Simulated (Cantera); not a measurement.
Charge: 1 mol Si3N4, a varied amount of HF, 2.4 mol N2, equilibrated at 602 °C and 1.28 Torr.

These are equilibrium values from Cantera (NASA tables, ideal gas, pure condensed phases), not measurements of a reactor. Candidate condensed phases: Si, Si3N4; 37 gas species. The numbers say what is thermodynamically allowed, not how fast it happens.

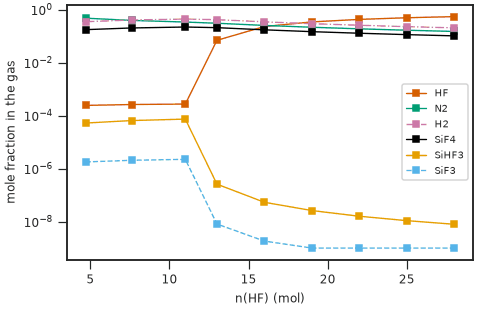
Figure: Equilibrium gas composition (values under 1e-9 drawn at 1e-9)

From 4.7 mol HF to 11 mol HF the condensed part is Si3N4(s). From 13 mol HF to 28 mol HF nothing is condensed. The main Si-bearing gas is SiF4 throughout.
